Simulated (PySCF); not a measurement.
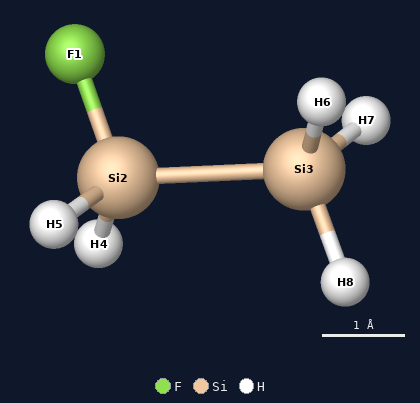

The input geometry of the first run (ball-and-stick view, seen at an oblique angle; atoms are numbered from 1 in the order of the input). Bond lengths as drawn: F–Si 1.63 Å, H–Si 1.49 to 1.50 Å and Si–Si 2.34 Å.

## What a change does: NMR shielding calculation on Si$_{2}$H$_{5}$F

System: Si$_{2}$H$_{5}$F.
Method of the first run: GIAO HF/pcSseg-2 NMR shielding, non-relativistic, gas phase (PySCF 2.14.0).

The geometry comes from this level: PBE0-D3(BJ)/def2-SVP. Text and figures count atoms from 1; the logs count them from 0 in places.

### The input, the first run
```
{"job": {"kind": "nmr", "xc": "HF", "basis": "pcSseg-2", "pop": false}, "charge": 0, "multiplicity": 1}
F      1.874756     0.208858     1.318996
Si     1.213427    -0.008187    -0.157961
Si    -1.116243     0.107697     0.053612
H      1.650590    -1.339707    -0.672810
H      1.734255     1.059979    -1.061725
H     -1.520695     1.445002     0.582794
H     -1.603024    -0.957621     0.981146
H     -1.735864    -0.094098    -1.293391
```

The first line tells a small driver script what to run in PySCF; the rest is the geometry in Å.

Hardware: 1 CPU thread, shared host.

### Output (the first run)
```
final grid: 62320 points
cycle   1  E = -680.2650710889  dE = -3.269e-01  |g| = 5.201e-01  |ddm| = 1.924e+00
cycle   2  E = -680.3198606486  dE = -5.479e-02  |g| = 3.269e-01  |ddm| = 4.200e-01
cycle   3  E = -680.3356483891  dE = -1.579e-02  |g| = 4.915e-02  |ddm| = 1.458e-01
cycle   4  E = -680.3368119559  dE = -1.164e-03  |g| = 1.143e-02  |ddm| = 7.530e-02
cycle   5  E = -680.3368774466  dE = -6.549e-05  |g| = 2.454e-03  |ddm| = 1.684e-02
cycle   6  E = -680.3368813631  dE = -3.917e-06  |g| = 5.753e-04  |ddm| = 4.755e-03
cycle   7  E = -680.3368816522  dE = -2.891e-07  |g| = 1.106e-04  |ddm| = 1.630e-03
cycle   8  E = -680.3368816626  dE = -1.040e-08  |g| = 2.365e-05  |ddm| = 3.381e-04
cycle   9  E = -680.3368816632  dE = -5.432e-10  |g| = 6.976e-06  |ddm| = 6.752e-05
converged SCF energy = -680.3368816632

GIAO shielding tensors (ppm)
atom      isotropic    diamagn.    paramagn.     s11        s22        s33       span
  0 F      429.045     468.546     -39.501    401.329    425.328    460.478     59.149
  1 Si     391.935     872.979    -481.044    320.672    382.823    472.308    151.636
  2 Si     479.779     876.016    -396.237    478.273    479.996    481.068      2.795
  3 H       26.602      28.753      -2.151     23.687     25.486     30.633      6.946
  4 H       26.603      28.679      -2.076     23.689     25.486     30.633      6.944
  5 H       28.154      28.995      -0.842     25.386     26.087     32.988      7.602
  6 H       28.153      29.056      -0.904     25.386     26.087     32.985      7.599
  7 H       28.440      29.067      -0.627     25.941     25.961     33.418      7.477
```

For the second run the input was changed thus:
```diff
-"xc": "HF"
+"xc": "PBE0"
```

How does the second run compare with the first run?

The total energies belong to different methods, so their difference says nothing on which is more stable or more accurate. The HOMO goes from −11.28 to −8.47 eV. The LUMO goes from 2.31 to −0.72 eV. The dipole moment goes from 1.63 to 1.50 D. Of all shieldings, the largest change is that of Si2, by −54.2 ppm. The method changes from HF to PBE0. The SCF takes 11 iterations against 9.

### Output (the second run)
```
coarse grid: 7440 points
cycle   1  E = -681.5560462787  dE = -1.580e-01  |g| = 5.454e-01  |ddm| = 1.990e+00
cycle   2  E = -681.4722349025  dE =  8.381e-02  |g| = 9.289e-01  |ddm| = 6.782e-01
cycle   3  E = -681.6029805610  dE = -1.307e-01  |g| = 3.474e-02  |ddm| = 4.500e-01
cycle   4  E = -681.6031324743  dE = -1.519e-04  |g| = 1.172e-02  |ddm| = 3.143e-02
cycle   5  E = -681.6031560161  dE = -2.354e-05  |g| = 2.022e-03  |ddm| = 1.062e-02
cycle   6  E = -681.6031571278  dE = -1.112e-06  |g| = 2.589e-04  |ddm| = 2.263e-03
final grid: 62320 points
cycle   7  E = -681.6089435583  dE = -2.832e-05  |g| = 2.081e-03  |ddm| = 1.372e-02
cycle   8  E = -681.6089433695  dE =  1.888e-07  |g| = 1.997e-03  |ddm| = 1.555e-03
cycle   9  E = -681.6089438615  dE = -4.920e-07  |g| = 6.239e-04  |ddm| = 1.008e-03
cycle  10  E = -681.6089439150  dE = -5.353e-08  |g| = 4.632e-05  |ddm| = 2.546e-04
cycle  11  E = -681.6089439152  dE = -1.825e-10  |g| = 9.919e-06  |ddm| = 3.517e-05
converged SCF energy = -681.6089439152

GIAO shielding tensors (ppm)
atom      isotropic    diamagn.    paramagn.     s11        s22        s33       span
  0 F      415.183     466.768     -51.585    373.648    418.057    453.842     80.194
  1 Si     337.710     876.265    -538.555    249.387    314.856    448.888    199.501
  2 Si     453.668     879.784    -426.116    451.393    453.838    455.772      4.379
  3 H       25.512      28.271      -2.760     22.513     24.667     29.355      6.841
  4 H       25.512      28.201      -2.689     22.515     24.667     29.354      6.839
  5 H       27.556      28.687      -1.131     24.843     25.503     32.322      7.480
  6 H       27.555      28.744      -1.189     24.843     25.503     32.319      7.476
  7 H       27.852      28.733      -0.881     25.359     25.404     32.792      7.433
```

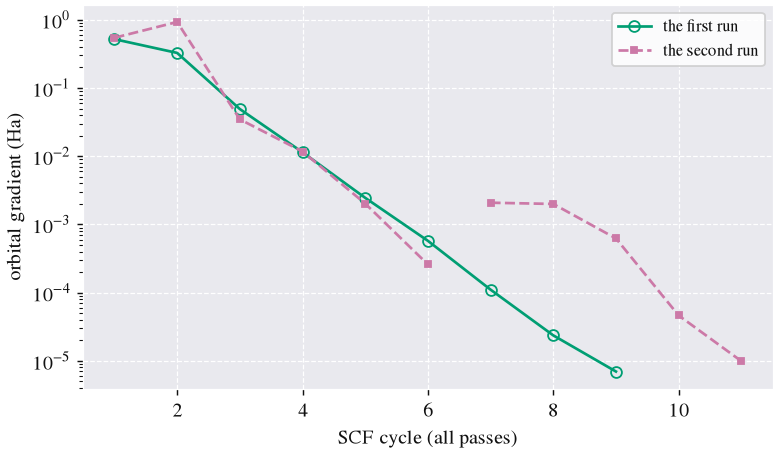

Convergence of the two runs: orbital gradient against the SCF cycle. A break in a curve parts two SCF passes (coarse and final grid). The first run takes 9 cycles in all, and the second run takes 11.

### The two runs side by side

```tsv
quantity	the first run	the second run
outcome	converged	converged
total energy (hartree)	−680.336882	−681.608944
HOMO (eV)	−11.28	−8.47
LUMO (eV)	2.31	−0.72
dipole moment (D)	1.63	1.50
shielding of F1 (ppm)	429.0	415.2
shielding of Si2 (ppm)	391.9	337.7
shielding of Si3 (ppm)	479.8	453.7
shielding of H4 (ppm)	26.6	25.5
shielding of H5 (ppm)	26.6	25.5
shielding of H6 (ppm)	28.2	27.6
shielding of H7 (ppm)	28.2	27.6
SCF iterations	9	11
basis functions	192	192
wall time (shared host)	5.5 s	8.5 s
```
